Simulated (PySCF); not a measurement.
The calculation's input:

```
{"job": {"xc": "mPW1PW91", "basis": "pcSseg-1", "solvent": "dimethylsulfoxide", "kind": "nmr", "pop": true}, "charge": 0, "multiplicity": 1}
F      2.722917     0.808542    -1.012617
C      2.675258    -0.196451    -0.099267
F      2.775772     0.423498     1.105790
O      1.593501    -0.965272    -0.212032
C      0.306288    -0.421458    -0.083624
C     -0.728401    -1.337248    -0.225589
C     -2.037721    -0.911262    -0.118567
C     -2.317472     0.423274     0.129788
C     -1.280495     1.326178     0.269670
C      0.039112     0.913557     0.164354
H      3.570845    -0.823168    -0.235604
H     -0.484481    -2.369499    -0.417991
H     -2.840925    -1.623694    -0.229712
H     -3.340764     0.755845     0.213724
H     -1.489593     2.367188     0.463242
H      0.828559     1.638914     0.277024
```

Launched as:

```sh
OMP_NUM_THREADS=1 python ens_run.py task.json out
```

Geometry: GFN2-xTB.

All numbers below come from mPW1PW91/pcSseg-1, SCF density, in a dimethylsulfoxide solvent model, non-relativistic in PySCF 2.14.0.

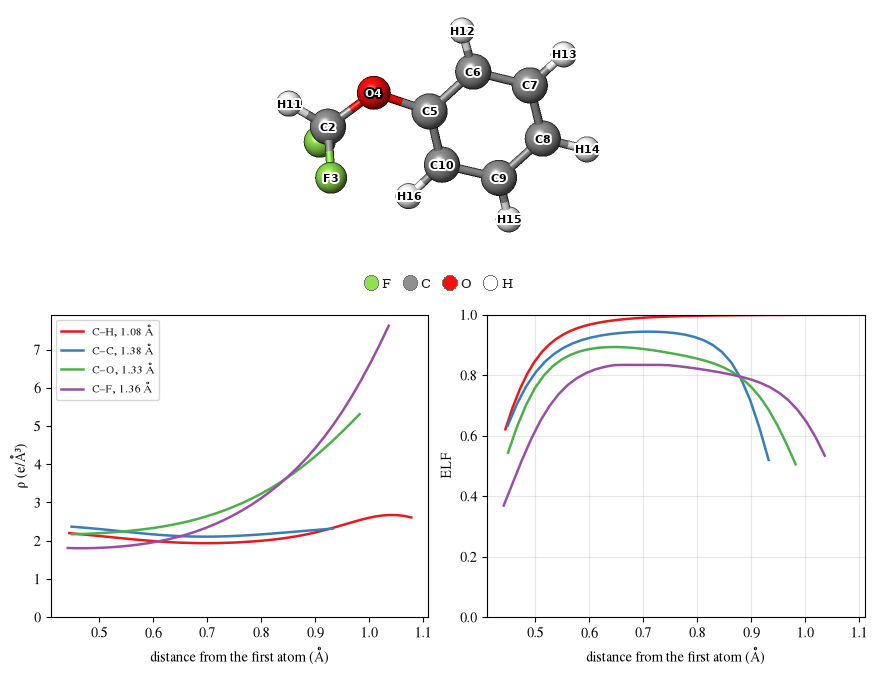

C7H6F2O (PhOCF2H). Total electron density and ELF along straight lines between neighbouring atoms. The curves leave out the atomic cores. The structure is drawn too.

Q: What can be read from the curves?

A: C–H (1.08 Å): ρ is about 2.1 e/Å³ halfway; the ELF climbs to about 1 towards the hydrogen, as it does in any bond to H (an ordinary covalent bond to hydrogen).
C–C (1.38 Å): the density is about 2.1 e/Å³ at the midpoint; the ELF peaks at about 0.95 between the atoms; localised, covalent bonding.
C–O (1.33 Å): the density is about 2.5 e/Å³ at the midpoint; the ELF peaks at about 0.90 between the atoms, as expected for a polar covalent bond.
C–F (1.36 Å): ρ at the midpoint is about 2.2 e/Å³, with its minimum of 1.8 e/Å³ about 0.5 Å from C; the ELF peaks at about 0.85 between the atoms; a polar covalent bond.
